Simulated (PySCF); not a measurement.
F4GeH6P2 (cis-Ge(PH3)2F4)

The calculation's input:

```
{"job": {"kind": "uv", "xc": "CAM-B3LYP", "basis": "def2-SVPD", "ip": false, "nstates": 15}, "charge": 0, "multiplicity": 1}
Ge    -0.698183     0.189367    -0.977706
P     -1.178231     0.151634     1.676329
H     -0.265145    -0.177590     2.715120
H     -2.216091    -0.744957     2.033564
H     -1.708321     1.338561     2.240949
F     -0.336419     0.150638    -2.670576
P      1.909568    -0.335498    -0.722397
H      2.393280    -1.498619    -1.370793
H      2.540953    -0.522974     0.536042
H      2.807181     0.618741    -1.261771
F     -2.397066     0.539394    -0.964328
F     -0.076129     1.772338    -0.561497
F     -0.744777    -1.533155    -0.650745
```

Launched as:

```sh
OMP_NUM_THREADS=1 python probes_run.py task.json out
```

Geometry: PBE0-D3(BJ)/def2-SVP.

Level of theory: PySCF, CAM-B3LYP/def2-SVPD, SCF density, gas phase.

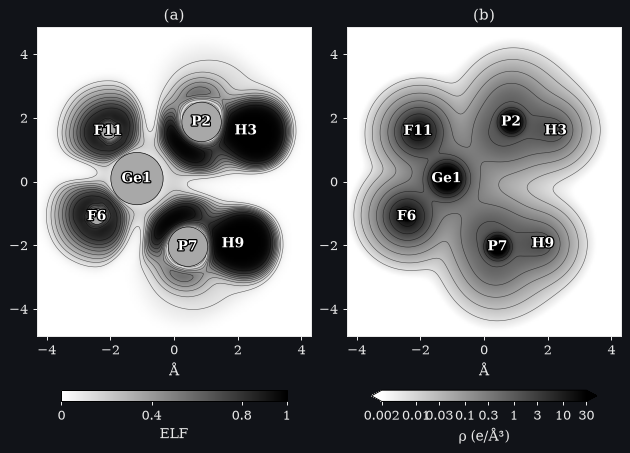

Figure 1. (a) ELF; (b) total electron density on the plane of atoms P2, Ge1 and F11. Grey discs cover the atomic cores in the ELF map.

Q: Interpret the plot.

A:
- The section cuts through Ge, P, H and F sites.
- Ge–F (1.73 Å): ρ at the midpoint is about 0.94 e/Å³; the ELF peaks at about 0.85 in the valence shell of F, 0.6 Å from its nucleus, and is about 0.25 at the midpoint.
- Ge–P (2.67 Å): the density is about 0.34 e/Å³ at the midpoint, with its minimum of 0.3 e/Å³ about 1.2 Å from Ge; the ELF peaks at about 1 in the valence shell of P, 1.0 Å from its nucleus, and is about 0.75 at the midpoint.
- P–H (1.42 Å): the density is about 1.1 e/Å³ at the midpoint; the ELF climbs to about 1 towards the hydrogen, as it does in any bond to H.
- The ELF also peaks beside F6 and F11, away from the bonds: lone-pair regions.

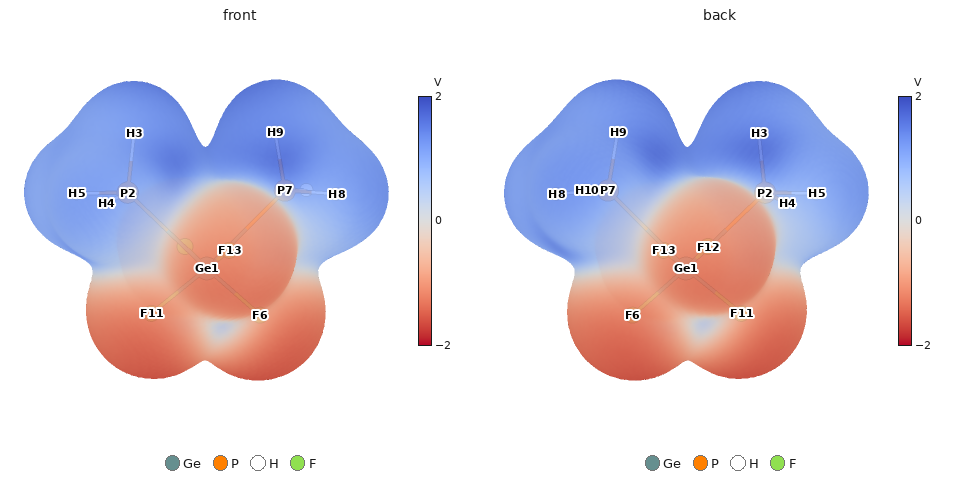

Figure 2. The electrostatic potential painted on the density surface at 0.002 e/bohr³, seen from the front and from behind; the colour scale runs from red (negative) to blue (positive).

Q: Where is the surface potential most negative and most positive?

A: The most negative region (about −1.6 V, or −37 kcal/mol for a unit charge) lies over F6 and F11, the most positive (about +1.6 V, or +37 kcal/mol for a unit charge) over P2 and P7.

Q: How polar is the molecule by this calculation?

A: Its dipole moment is 6.31 D.
